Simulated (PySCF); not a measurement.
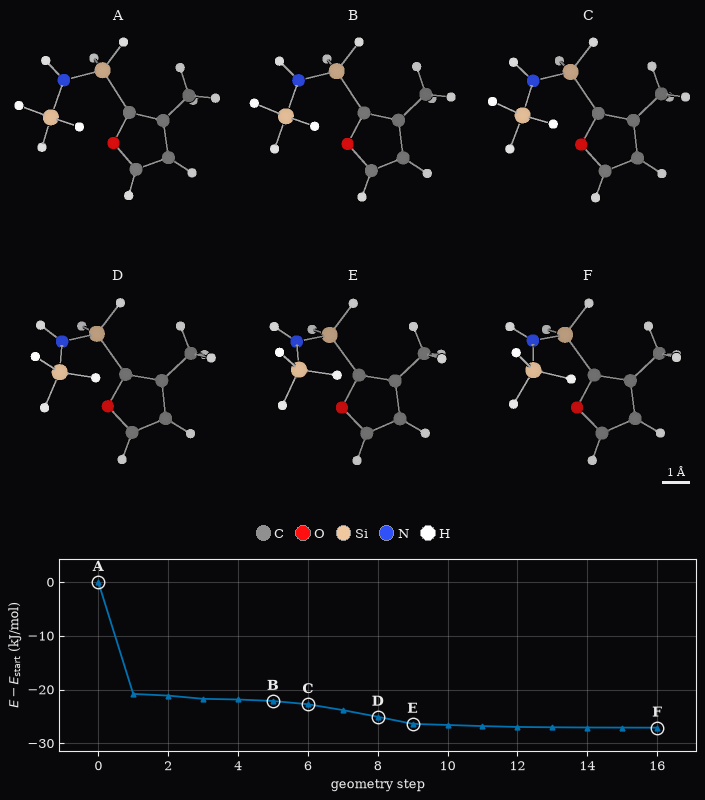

Frames of a relaxation of C$_{5}$H$_{11}$NOSi$_{2}$, marked on the history of the run. Style: ball-and-stick. Shown at a tilt.

The start comes from GFN2-xTB. Its atoms were then displaced at random by about 0.01 Å.

Computed with PBE0-D3(BJ)/def2-SVP geometry optimisation, gas phase (PySCF). 

**Describe the path.**

After 16 geometry steps the energy has fallen by 27.1 kJ/mol. The largest move after the best rigid fit is that of an H atom, 1.37 Å. By element the largest moves are H 1.37 Å, O 0.96 Å, C 0.74 Å, Si 0.63 Å, N 0.14 Å. Some distances before and after: C–C 1.404 → 1.362 Å, H–Si 1.457 → 1.497 Å, C–O 1.303 → 1.340 Å, C–C 1.456 → 1.492 Å. Bond angles that change, for instance: N–Si–H 104.1° → 109.1°, C–C–H 128.1° → 133.0°, O–C–H 120.6° → 116.4°. Groups turn about C–Si by about 45°, N–Si by about 25°. From step 0 to 5: an H atom moves most (0.25 Å), energy −22.1 kJ/mol. From step 5 to 6: an H atom moves most (0.19 Å), energy −0.61 kJ/mol. From step 6 to 8: an H atom moves most (0.59 Å), energy −2.33 kJ/mol. From step 8 to 9: an H atom moves most (0.41 Å), energy −1.32 kJ/mol. From step 9 to 16: an H atom moves most (0.16 Å), energy −0.71 kJ/mol.

```
step  E − E(0), kJ/mol
   0              0.00
   1            -20.82
   2            -21.13
   3            -21.73
   4            -21.85
   5            -22.13
   6            -22.74
   7            -23.83
   8            -25.07
   9            -26.39
  10            -26.60
  11            -26.80
  12            -26.96
  13            -27.03
  14            -27.07
  15            -27.08
  16            -27.10
```
